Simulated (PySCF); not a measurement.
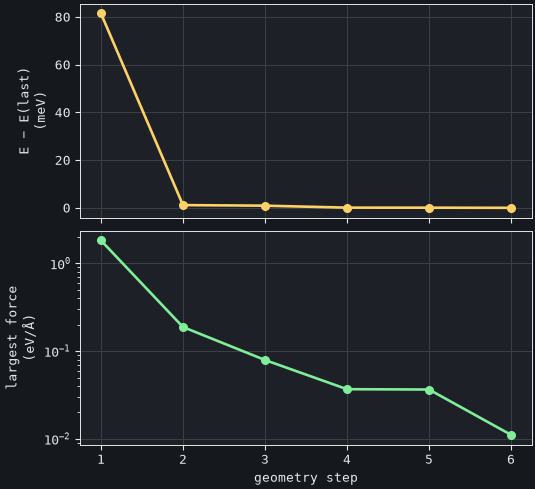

History of a geometry optimisation. C₆H₅Se (SMILES [Se-]c1ccccc1) (charge −1); PySCF 2.14.0, density fitting, PBE0-D3(BJ)/def2-SVP, geometry optimisation.

The optimisation met its thresholds at geometry 6, counting the start as the first. The energy fell by about 81 meV from the first step to the last. The largest force goes from about 1.8 eV/Å at the start to 0.011 eV/Å at the end.
